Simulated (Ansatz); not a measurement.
**LiMnSO, from a guessed structure to a relaxed one**

This structure for LiMnSO is made up. Its elements were placed in a known structure type with a cell scaled to their sizes. What cell does the guess relax to, and how far off was it?

Main program and level: Ansatz 0.2.0; DFT, PBEsol, plane-wave PAW, files of the set soft_1, scalar-relativistic, ferromagnetic start, cell and ions relaxed at zero pressure; PAW set soft_1, in the first sound run; inputs show where later runs differ.

In doubt: warnings of the run leave room for a lower electronic state, so energies may not be the lowest and differences between runs may mislead.

## (1) The structure

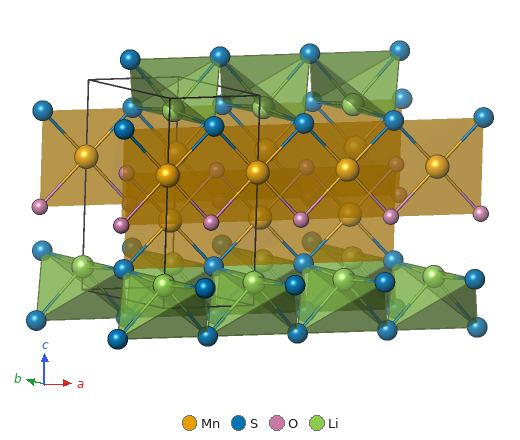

The cell as given, slightly off an axis (manganese orange, sulfur blue, oxygen pink, lithium green). 3×1×1 cells are drawn. Some periodic images of atoms are drawn too.

## (2) Relaxing cell and atoms

The guess takes its coordinates from another compound and its volume from a rule, so the cell and any free coordinates are relaxed together.

input.yaml

```yaml
crystal:
  lattice:
    - [3.176, 0.0, 0.0]
    - [0.0, 5.117, 0.0]
    - [0.0, 0.0, 6.504]
  atoms:
    - { symbol: Mn, position: [0.5, 0.5, 0.3669], spin: 4.0 }
    - { symbol: Mn, position: [0.0, 0.0, 0.6331], spin: 4.0 }
    - { symbol: S, position: [0.5, 0.0, 0.8596] }
    - { symbol: S, position: [0.0, 0.5, 0.1404] }
    - { symbol: O, position: [0.5, 0.0, 0.4013] }
    - { symbol: O, position: [0.0, 0.5, 0.5987] }
    - { symbol: Li, position: [0.5, 0.5, 0.8911] }
    - { symbol: Li, position: [0.0, 0.0, 0.1089] }
magnetization:
  spin_polarized: true
kpoints:
  mp_grid: { grid: [8, 5, 4] }
scf:
  occupations: { method: fermi_dirac, width: 0.05 }
hamiltonian:
  xc: pbesol
  pseudopotentials: { kind: paw, azcp: { folder: soft_1 }, xc_functional: pbe }
relax:
  f_tol: 0.015
  max_steps: 70
  cell: {}
output:
  forces: true
  stress: true
```

The run is started by

```
ansatz run input.yaml --threads 4 --pin off --max-ram 10240MiB --backend cpu --events-out ev --progress --plain --runs-dir out
```

Numbers of over 12 decimals in the logs are rounded to 6 here.

Log:

```text
Engine: ansatz 0.2.0, aarch64-unknown-linux-gnu
Pseudopotentials: kind: paw
Pseudopotential: Mn, paw, valence charge 15, recommended cutoff 420 eV (normal), soft_1/Mn.paw.azcp
Pseudopotential: S, paw, valence charge 6, recommended cutoff 420 eV (normal), soft_1/S.paw.azcp
Pseudopotential: O, paw, valence charge 6, recommended cutoff 420 eV (normal), soft_1/O.paw.azcp
Pseudopotential: Li, paw, valence charge 3, recommended cutoff 420 eV (normal), soft_1/Li.paw.azcp
Functional definition: PBEsol
  exchange = pbesol_x
  correlation = pbesol_c
Crystal: 8 atoms, lattice volume = 105.700 Å³
Basis set: ecut = 420 eV, 2063 PW (Γ), exchange–correlation on 48×72×90 points (8 copies of the dense FFT grid, shifted against one another)
Bands: 42, of which v1, the nominal top of the filled ones, is band 30 counted from 1 (29 counted from 0)
Symmetry: 8 space group operations
Space group: Pmmn (ITA 59), of the structure as read, at distance tolerance 4.7e-5 Å
Magnetic group: BNS 59.405 (UNI 503), of the structure as read, at distance tolerance 4.7e-5 Å
k-points: 45 of 160
Non-local potential: Mn, projectors of the file, l = 0: 3, l = 1: 2, l = 2: 3, l = 3: 1
Non-local potential: S, projectors of the file, l = 0: 2, l = 1: 2, l = 2: 1
Non-local potential: O, projectors of the file, l = 0: 2, l = 1: 2, l = 2: 1
Non-local potential: Li, projectors of the file, l = 0: 3, l = 1: 2, l = 2: 1
PAW form: soft (Blöchl's): semilocal exchange-correlation on the pseudo side does not see the compensation charge
PAW frozen core: Mn, regenerated for the run's functional, and the local potential with it (the file was generated under x = pbe(κ = 0.804, μ = 0.219515), c = pbe(β = 0.066725))
PAW frozen core: S, regenerated for the run's functional, and the local potential with it (the file was generated under x = pbe(κ = 0.804, μ = 0.219515), c = pbe(β = 0.066725))
PAW frozen core: O, regenerated for the run's functional, and the local potential with it (the file was generated under x = pbe(κ = 0.804, μ = 0.219515), c = pbe(β = 0.066725))
PAW one-centre angular grid: Mn, 590 points (default); XC on 64 Gauss nodes
PAW one-centre angular grid: S, 110 points (default); XC on 64 Gauss nodes
PAW one-centre angular grid: O, 110 points (default); XC on 64 Gauss nodes
PAW one-centre angular grid: Li, 110 points (default); XC on 64 Gauss nodes
Initial density: superposition of atomic densities (chi_scale 0.1, normalization cell, long waves kept (reshape's long-wave potential 0.15 eV rms))
Starting moments: Σ|m| = 8 μB on 2 of 8 sites
Initial wavefunctions: pseudopotential atomic-orbital guess
Functional: x = pbesol(κ = 0.804, μ = 0.123457), c = pbesol(β = 0.046)
SCF iter   1: F=—  HF=-11041.060391 eV  |F-HF|=—  |Δ(HF+E_count)|=         —  Δρ=1.12e-1 (↑1.12e-1 ↓9.23e-2)  dr2=5.36e1  dr2_m=2.22e-1  M=7.152 μB ∫|m|=7.967 μB  β_m=0.30  ethr=3.10e-3  ⟨swp⟩=7.5  Hψ=16607  notcnv=0  defer=22
Mixer restart at iter 1: flushing history
preconditioner: auto → Kerker (q_TF=auto, 2.483 Å⁻¹)  [metal: Δε(μ)=0.017 eV  Ē_g=9.196 eV  σ=0.050 eV  W_gap=0.08  n_scr=26 (ndim 8)  ℏωp=22.8 eV  f_vac=0.000  D(μ)=5.28/eV (n_scr^D=44)]
spin=Collinear: Kerker preconditioning applied to the charge; magnetization (m = ρ↑ − ρ↓) channel mixes plain (no charge-response kernel on spin).
SCF iter   2: F=—  HF=-11038.458355 eV  |F-HF|=—  |Δ(HF+E_count)|=    2.60e0  Δρ=2.72e-2 (↑2.72e-2 ↓1.85e-2)  dr2=2.22e0  dr2_m=2.18e-1  M=7.884 μB ∫|m|=8.081 μB  β_m=0.31  ethr=3.10e-3  ⟨swp⟩=3.6  Hψ=8800  notcnv=0  defer=255
SCF iter   3: F=—  HF=-11038.195938 eV  |F-HF|=—  |Δ(HF+E_count)|=   2.62e-1  Δρ=2.06e-2 (↑2.06e-2 ↓1.39e-2)  dr2=1.29e0  dr2_m=1.22e-1  M=7.929 μB ∫|m|=8.121 μB  β_m=0.65  ethr=3.10e-3  ⟨swp⟩=1.9  Hψ=4873  notcnv=0  defer=288
SCF iter   4: F=—  HF=-11037.868831 eV  |F-HF|=—  |Δ(HF+E_count)|=   3.27e-1  Δρ=7.61e-3 (↑7.61e-3 ↓4.80e-3)  dr2=2.20e-1  dr2_m=7.56e-3  M=7.982 μB ∫|m|=8.212 μB  β_m=0.73  ethr=2.16e-3  ⟨swp⟩=2.4  Hψ=6433  notcnv=0  defer=320
SCF iter   5: F=—  HF=-11037.868978 eV  |F-HF|=—  |Δ(HF+E_count)|=         —  Δρ=2.37e-3 (↑2.37e-3 ↓1.91e-3)  dr2=5.46e-2  dr2_m=8.53e-4  M=7.991 μB ∫|m|=8.241 μB  β_m=0.73  ethr=3.67e-4  ⟨swp⟩=2.5  Hψ=5743  notcnv=0  defer=344
Mixer restart at iter 5: flushing history
SCF iter   6: F=—  HF=-11037.861233 eV  |F-HF|=—  |Δ(HF+E_count)|=   7.74e-3  Δρ=1.61e-3 (↑1.61e-3 ↓1.45e-3)  dr2=3.40e-2  dr2_m=2.38e-4  M=7.991 μB ∫|m|=8.244 μB  β_m=0.87  ethr=9.10e-5  ⟨swp⟩=3.0  Hψ=6098  notcnv=0  defer=344
SCF iter   7: F=—  HF=-11037.858499 eV  |F-HF|=—  |Δ(HF+E_count)|=   2.73e-3  Δρ=2.48e-3 (↑2.48e-3 ↓1.26e-3)  dr2=1.41e-2  dr2_m=4.55e-4  M=7.993 μB ∫|m|=8.256 μB  β_m=0.71  ethr=5.67e-5  ⟨swp⟩=2.5  Hψ=6350  notcnv=0  defer=344
SCF iter   8: F=—  HF=-11037.855454 eV  |F-HF|=—  |Δ(HF+E_count)|=   3.05e-3  Δρ=5.12e-4 (↑4.05e-4 ↓5.12e-4)  dr2=2.32e-3  dr2_m=2.17e-5  M=7.992 μB ∫|m|=8.254 μB  β_m=0.85  ethr=2.35e-5  ⟨swp⟩=2.0  Hψ=6959  notcnv=0  defer=345
SCF iter   9: F=—  HF=-11037.855264 eV  |F-HF|=—  |Δ(HF+E_count)|=   1.90e-4  Δρ=1.44e-4 (↑1.44e-4 ↓1.29e-4)  dr2=8.86e-5  dr2_m=1.84e-6  M=7.992 μB ∫|m|=8.257 μB  β_m=0.86  ethr=3.86e-6  ⟨swp⟩=2.1  Hψ=5354  notcnv=0  defer=345
SCF iter  10: F=—  HF=-11037.855247 eV  |F-HF|=—  |Δ(HF+E_count)|=   1.71e-5  Δρ=1.26e-4 (↑1.20e-4 ↓1.26e-4)  dr2=5.36e-5  dr2_m=1.06e-6  M=7.993 μB ∫|m|=8.257 μB  β_m=0.93  ethr=1.48e-7  ⟨swp⟩=2.1  Hψ=5254  notcnv=0  defer=345
SCF iter  11: F=—  HF=-11037.855270 eV  |F-HF|=—  |Δ(HF+E_count)|=   2.31e-5  Δρ=4.26e-5 (↑2.33e-5 ↓4.26e-5)  dr2=7.07e-6  dr2_m=3.12e-7  M=7.993 μB ∫|m|=8.257 μB  β_m=0.96  ethr=8.93e-8  ⟨swp⟩=2.2  Hψ=5328  notcnv=0  defer=345
SCF iter  12: F=—  HF=-11037.855269 eV  |F-HF|=—  |Δ(HF+E_count)|=   5.00e-7  Δρ=1.56e-5 (↑1.40e-5 ↓1.56e-5)  dr2=8.05e-7  dr2_m=4.58e-9  M=7.993 μB ∫|m|=8.257 μB  β_m=0.98  ethr=1.18e-8  ⟨swp⟩=2.1  Hψ=5233  notcnv=0  defer=345
SCF iter  13: F=—  HF=-11037.855270 eV  |F-HF|=—  |Δ(HF+E_count)|=   5.10e-7  Δρ=5.25e-6 (↑3.76e-6 ↓5.25e-6)  dr2=1.08e-7  dr2_m=6.16e-9  M=7.993 μB ∫|m|=8.257 μB  β_m=0.99  ethr=1.34e-9  ⟨swp⟩=2.0  Hψ=5566  notcnv=0  defer=345
SCF iter  14: F=—  HF=-11037.855270 eV  |F-HF|=—  |Δ(HF+E_count)|=   8.66e-9  Δρ=1.25e-6 (↑1.25e-6 ↓1.17e-6)  dr2=7.68e-9  dr2_m=1.07e-10  M=7.993 μB ∫|m|=8.257 μB  β_m=1.00  ethr=1.80e-10  ⟨swp⟩=2.0  Hψ=5490  notcnv=0  defer=345
SCF iter  15: F=-11037.855270 eV  HF=-11037.855270 eV  |F-HF|=6.04e-9  |Δ(HF+E_count)|=   1.35e-9  Δρ=1.39e-6 (↑9.93e-7 ↓1.39e-6)  dr2=7.35e-9  dr2_m=8.43e-11  M=7.993 μB ∫|m|=8.257 μB  ethr=1.28e-11  ⟨swp⟩=1.0  Hψ=10480  notcnv=0
[...]
relax step   8: F+E_penalty+E_count = -11039.96090296 eV  Δ(F+E_penalty+E_count) = -6.286e-4 eV  max|allowed force component| = 1.135e-2 eV/Å  Δτ_max = 0.0049 Å  P = -0.013 GPa  Ω = 100.819 Å³  energy of the carried Pulay correction = +7.179e-3 eV  (7 SCF iters, dr2 threshold 1.24e-7 eV, accepted)
relax step   9: F+E_penalty+E_count = -11039.96085613 eV  Δ(F+E_penalty+E_count) = +4.682e-5 eV  max|allowed force component| = 1.292e-3 eV/Å  Δτ_max = 0.0023 Å  P = -0.001 GPa  Ω = 100.871 Å³  energy of the carried Pulay correction = +7.102e-3 eV  (8 SCF iters, dr2 threshold 9.05e-9 eV, accepted)
relax step  10: F+E_penalty+E_count = -11039.95835129 eV  Δ(F+E_penalty+E_count) = +2.505e-3 eV  max|allowed force component| = 2.506e-3 eV/Å  Δτ_max = 0.0000 Å  P = -0.002 GPa  Ω = 100.871 Å³  stress off target by 1.54e-1 GPa  SCF on the basis re-selected at this cell (its energy is not comparable with the rows above)  (10 SCF iters)
relax step  11: F+E_penalty+E_count = -11039.95847996 eV  Δ(F+E_penalty+E_count) = -1.287e-4 eV  max|allowed force component| = 6.734e-4 eV/Å  Δτ_max = 0.0054 Å  P = +0.005 GPa  Ω = 100.898 Å³  energy of the carried Pulay correction = -9.167e-5 eV  (7 SCF iters, dr2 threshold 5.90e-8 eV, accepted)
iter 1 solved again at ethr=1.08e-6 eV; its pass at ethr=3.10e-3 eV (dr2=6.51e-4 eV) is discarded
SCF iter   1: F=—  HF=-11039.958618 eV  |F-HF|=—  |Δ(HF+E_count)|=         —  Δρ=1.05e-5 (↑1.05e-5 ↓7.54e-6)  dr2=4.65e-8  dr2_m=4.15e-9  M=7.999 μB ∫|m|=8.300 μB  β_m=0.65  ethr=1.08e-6  ⟨swp⟩=3.2  Hψ=26281  notcnv=0
eigensolver tolerance schedule: the retry pair's looser diagonalisation over-reported the residual by 13980.41 of it (diagonalisation noise at an unbounded share of the residual, at the tolerance the schedule requests for it); recorded, not acted on — ethr = c·dr2/N_el stays at c = 1.0e-1
preconditioner: auto → Resta (q_TF=auto, 2.502 Å⁻¹)  ε∞=6.4  [insulator: Δε(μ)=0.469 eV  Ē_g=10.082 eV  σ=0.050 eV  W_gap=0.98  n_scr=24 (ndim 8)  ℏωp=23.4 eV  f_vac=0.000  D(μ)=0.02/eV (n_scr^D=0)  ε∞_Penn≈6.4]
spin=Collinear: Resta preconditioning applied to the charge; magnetization (m = ρ↑ − ρ↓) channel mixes plain (no charge-response kernel on spin).
SCF iter   2: F=—  HF=-11039.958619 eV  |F-HF|=—  |Δ(HF+E_count)|=   9.97e-7  Δρ=4.36e-6 (↑4.36e-6 ↓3.13e-6)  dr2=9.51e-9  dr2_m=1.85e-9  M=7.999 μB ∫|m|=8.300 μB  β_m=0.49  ethr=7.76e-11  ⟨swp⟩=3.9  Hψ=8889  notcnv=0
SCF iter   3: F=—  HF=-11039.958619 eV  |F-HF|=—  |Δ(HF+E_count)|=   5.37e-8  Δρ=2.34e-6 (↑2.34e-6 ↓1.88e-6)  dr2=2.43e-9  dr2_m=2.63e-10  M=7.999 μB ∫|m|=8.300 μB  β_m=0.64  ethr=1.58e-11  ⟨swp⟩=2.2  Hψ=5791  notcnv=0
SCF iter   4: F=—  HF=-11039.958619 eV  |F-HF|=—  |Δ(HF+E_count)|=   2.46e-8  Δρ=3.63e-7 (↑3.63e-7 ↓2.34e-7)  dr2=3.76e-10  dr2_m=9.48e-12  M=7.999 μB ∫|m|=8.300 μB  β_m=0.61  ethr=4.05e-12  ⟨swp⟩=2.0  Hψ=5578  notcnv=0
SCF iter   5: F=—  HF=-11039.958619 eV  |F-HF|=—  |Δ(HF+E_count)|=  1.16e-10  Δρ=1.49e-7 (↑1.31e-7 ↓1.49e-7)  dr2=9.73e-11  dr2_m=8.67e-13  M=7.999 μB ∫|m|=8.300 μB  β_m=0.81  ethr=1.00e-12  ⟨swp⟩=1.6  Hψ=4340  notcnv=0
SCF iter   6: F=—  HF=-11039.958619 eV  |F-HF|=—  |Δ(HF+E_count)|=  1.07e-10  Δρ=7.66e-8 (↑3.48e-8 ↓7.66e-8)  dr2=1.13e-11  dr2_m=1.10e-12  M=7.999 μB ∫|m|=8.300 μB  β_m=0.90  ethr=1.00e-12  ⟨swp⟩=1.0  Hψ=3784  notcnv=0
SCF iter   7: F=-11039.958619 eV  HF=-11039.958619 eV  |F-HF|=9.09e-12  |Δ(HF+E_count)|=  1.09e-11  Δρ=7.24e-8 (↑7.24e-8 ↓5.03e-8)  dr2=1.08e-11  dr2_m=1.83e-13  M=7.999 μB ∫|m|=8.300 μB  ethr=1.00e-12  ⟨swp⟩=3.0  Hψ=11945  notcnv=0
SCF 12 converged in 7 iterations: F = -11039.958619 eV  dr2 = 1.08e-11
relax step  12: F+E_penalty+E_count = -11039.95861885 eV  Δ(F+E_penalty+E_count) = -1.389e-4 eV  max|allowed force component| = 7.859e-4 eV/Å  Δτ_max = 0.0000 Å  P = +0.005 GPa  Ω = 100.898 Å³  stress off target by 2.75e-2 GPa  SCF on the basis re-selected at this cell (its energy is not comparable with the rows above)  (7 SCF iters)
basis re-selected at this cell: Δ(F+E_penalty+E_count) = -1.389e-4 eV, ΔP = +0.000 GPa vs the last step (what re-selecting the basis moved, of the pressure what is left beyond the Pulay correction that the steps carried, after the strain that the cell walked since its last selection, with what the two solves' SCF thresholds leave and, on support functions, any second-order correction that the steps lacked; it is no m [...]
WARN: an SCF from antiferromagnetic starting moments (-4.00, 4.00, 0.00, 0.00, 0.00, 0.00, 0.00, 0.00 Bohr magnetons, atom by atom) was not made, by what the run has read of turns of its moments that order reads lower: the deck asks for what bars it, or types moments that do (magnetization.spin_polarized, in the input reference, names some of the keys), or the run goes by scf.lower_state_search: light, the default, which as a rule tries one only behind a close that has lost an order of both signs, or on which an open d or half-filled 4f shell of a PAW file has lost a moment that was set nearer to Hund's than to what is left; [rest of the remark cut]
SCF converged after 7 iterations
Magnetization: 7.9990 μB (33.9995 up, 26.0005 down)
Absolute magnetization: 8.2975 μB (∫|ρ↑−ρ↓|, with the PAW one-centre terms)
Spin contamination: 0.1098 ħ² per cell (⟨S²⟩ above its minimum at these occupations)
Per-site moments (μB) at R_I (Å): [(3.187091, 0.815004), (3.187091, 0.815004), (-0.011417, 0.931013), (-0.011417, 0.931013), (0.192130, 0.815004), (0.192130, 0.815004), (0.00219665, 0.861609), (0.00219665, 0.861609)]
Free energy (F): -11039.958619 eV
Harris-Foulkes:  -11039.958619 eV  (|F-HF|=9.09e-12)
Internal energy: -11039.958210 eV  (E = F + TS)
E sigma→0 (E₀):  -11039.958414 eV
Entropy (-TS):   -0.000409 eV (-0.051 meV/atom)
Fermi energy:    8.710198 eV
--- Per-component energies (eV) ---
  E_band       = -800.336367
  E_kinetic    = 1211.740430
  E_local      = -8074.332257  (includes V_loc(G=0)·N_el)
  E_nonlocal   = 1057.978641
  E_hartree    = 3242.820089
  E_xc         = -551.495834
  E_vxc        = -647.345715  (∫ρ·V_xc dr)
  E_paw        = -4138.814207  (= ΣΔE_a)
  E_vpaw       = -834.019715  (= ΣTr[D̂ρ^β])
  E_aug_tail   = 0.002225  (compensation charges beyond the density's cutoff)
  E_ewald      = -3788.391074
  E_core_change = 0.533776  (= ΣΔE_core)
  E_smearing   = -0.000409  (= −TS)
  E_closure    = -0.000000  (closes the sum)
  Σ components = -11039.958619   (vs F -11039.958619, Δ=0.00e0)
--- Forces (eV/Å), atoms counted from 1 ---
  atom   1  Mn     0.00000000     0.00000000     0.00031518
  atom   2  Mn     0.00000000     0.00000000    -0.00031518
  atom   3  S      0.00000000     0.00000000    -0.00057437
  atom   4  S      0.00000000     0.00000000     0.00057437
  atom   5  O      0.00000000     0.00000000     0.00078595
  atom   6  O      0.00000000     0.00000000    -0.00078595
  atom   7  Li     0.00000000     0.00000000    -0.00066469
  atom   8  Li     0.00000000     0.00000000     0.00066469
  max |Σ_I F_I| component: 0.00e0 eV/Å
--- Stress (GPa, compression-positive) ---
       -0.001296       0.000000       0.000000
        0.000000      -0.010914       0.000000
        0.000000       0.000000       0.027496
  P = ⅓ Tr σ = 0.0051 GPa (0.051 kbar)
--- Relaxed structure (10 steps of the walk, 10 accepted, 2 SCFs on fresh bases) ---
  F+E_penalty+E_count = -11039.95861885 eV   max|allowed force component| = 7.859e-4 eV/Å   (the final SCF, on the basis selected at the relaxed cell)
  cell:  # Å, volume = 100.8979 Å³
    - [3.004445, 0.0, 0.0]
    - [0.0, 4.936270, 0.0]
    - [0.0, 0.0, 6.803291]
  atoms:
    - { symbol: Mn, position: [0.500000, 0.500000, 0.394491] }
    - { symbol: Mn, position: [0.0, 0, 0.605509] }
    - { symbol: S, position: [0.500000, 0, 0.853103] }
    - { symbol: S, position: [0.0, 0.500000, 0.146897] }
    - { symbol: O, position: [0.500000, 0, 0.416872] }
    - { symbol: O, position: [0.0, 0.500000, 0.583128] }
    - { symbol: Li, position: [0.500000, 0.500000, 0.796447] }
    - { symbol: Li, position: [0.0, 0, 0.203553] }
```

Elapsed: 89 s, on 4 threads of Arm Neoverse V1, shared host; peak memory 0.66 GiB; 5.7 min of CPU time.

Relaxation path:

| step | energy less that of the first step (eV) | largest force component (eV/Å) | pressure (GPa) | volume (Å³) |
| --- | --- | --- | --- | --- |
| 1 | 0.0000 | 4.4003 | -3.47 | 105.70 |
| 2 | -1.5153 | 1.5854 | 0.17 | 98.15 |
| 3 | -1.9072 | 1.0282 | 4.49 | 96.52 |
| 4 | -2.0095 | 0.3570 | 2.32 | 99.44 |
| 5 | -2.0828 | 0.1626 | -0.73 | 101.54 |
| 6 | -2.1035 | 0.0510 | -0.28 | 101.02 |
| 7 | -2.1050 | 0.0105 | 0.03 | 100.82 |
| 8 | -2.1056 | 0.0114 | -0.01 | 100.82 |
| 9 | -2.1056 | 0.0013 | 0.00 | 100.87 |
| 10* | -2.1031 | 0.0025 | 0.00 | 100.87 |
| 11 | -2.1032 | 0.0007 | 0.00 | 100.90 |
| 12* | -2.1033 | 0.0008 | 0.01 | 100.90 |

Relaxation steps marked * repeat the geometry before them on a plane-wave basis chosen anew for their cell, so energy and pressure can jump there.

Forces are held to the 8 operations that the run works with; a distortion that breaks them can't arise in this run.

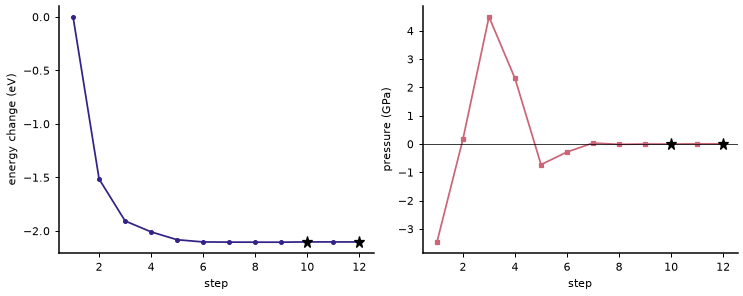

Energy and pressure along the relaxation. Stars mark steps on a basis chosen anew.

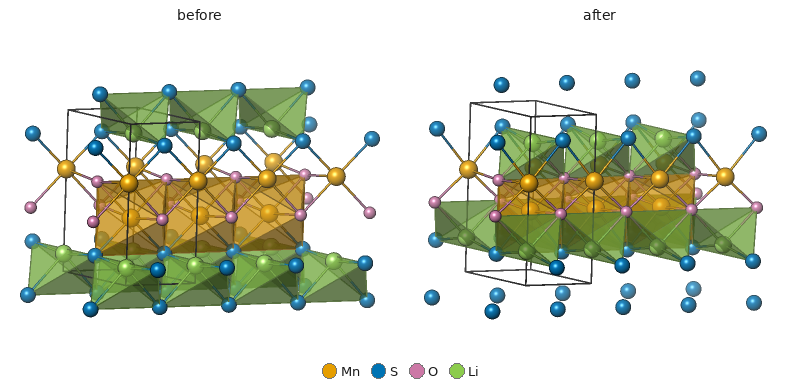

The structure before and after the relaxation, drawn at the same scale. Bonds to atoms that aren't drawn are left out.

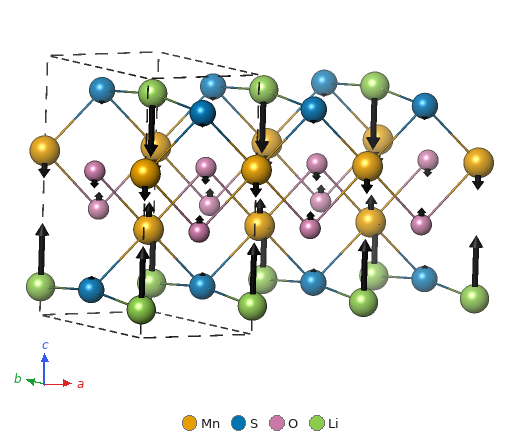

Displacements in the relaxation, exaggerated, measured against the changing cell; the longest in the cell stands for 0.64 Å. 3×1×1 cells are drawn. Some periodic images of atoms are drawn too.

| conventional cell, symmetrised | before | after | change |
| --- | --- | --- | --- |
| a (Å) | 3.176 | 3.004 | -5.4 % |
| b (Å) | 5.117 | 4.936 | -3.5 % |
| c (Å) | 6.504 | 6.803 | +4.6 % |
| volume (Å³/atom) | 13.21 | 12.61 | -4.5 % |

The atoms that moved most (Å, as changes of fractional coordinates times the final cell):

| atom | dx | dy | dz | length |
| --- | --- | --- | --- | --- |
| Li7 | 0.000 | 0.000 | -0.644 | 0.644 |
| Li8 | 0.000 | 0.000 | 0.644 | 0.644 |
| Mn2 | 0.000 | 0.000 | -0.188 | 0.188 |
| Mn1 | 0.000 | 0.000 | 0.188 | 0.188 |
| O6 | 0.000 | 0.000 | -0.106 | 0.106 |
| O5 | 0.000 | 0.000 | 0.106 | 0.106 |
| S4 | 0.000 | 0.000 | 0.044 | 0.044 |
| S3 | 0.000 | 0.000 | -0.044 | 0.044 |

Numbers from this step:

* free energy: -11039.9586 eV
* energy at zero smearing: -11039.9584 eV
* Fermi energy: 8.710 eV
* gap by band count: 0.4692 eV
* magnetization: 7.999 μB
* absolute magnetization: 8.298 μB
* site moments: 3.187, 3.187, -0.01142, -0.01142, 0.1921, 0.1921, 0.002197, 0.002197 μB
* electrons: 60
* symmetry operations: 8
* pressure: 0.005095 GPa

Site moment by atom:

| atom | site moment (μB) |
| --- | --- |
| Mn1 | 3.19 |
| Mn2 | 3.19 |
| S3 | -0.01 |
| S4 | -0.01 |
| O5 | 0.19 |
| O6 | 0.19 |
| Li7 | 0.00 |
| Li8 | 0.00 |

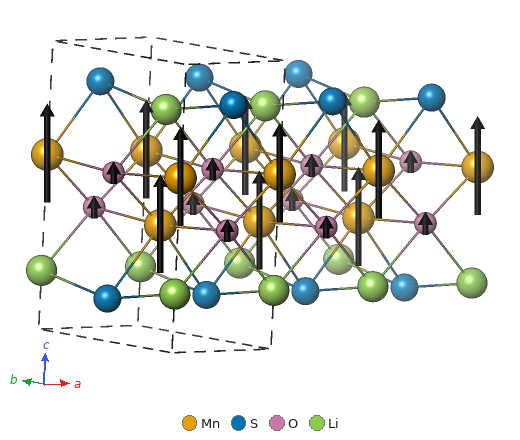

Site moment as arrows, the longest 3.19 μB. Up and down stand for the sign. Arrows give size and sign along the axis of quantisation, drawn up and down the page. Each arrow also spans its atom, so small moments look longer than they are. 3×1×1 cells are drawn. Some periodic images of atoms are drawn too.

The shortest distance of each pair, which need not be the same contact before and after:

| pair | guess (Å) | relaxed (Å) |
| --- | --- | --- |
| Mn–O | 2.190 | 1.976 |
| Li–O | 2.478 | 2.089 |
| Mn–S | 2.166 | 2.257 |
| Li–S | 2.270 | 2.498 |
| Li–Mn | 3.095 | 2.735 |

The relaxation ends with a largest force component of 7.9e-4 eV/Å and a pressure of 0.01 GPa.

(Continued in part 2 of 2.)

[Logs are printed without paths, hosts, clocks, repeated set-up lines and the standing remarks that a program may print on its own settings, such as how far it seeks lower states.]

[Hosts, paths, dates, database ids (printed as entryN), source tags and the programs' standing remarks are cut or masked in the printed files.]
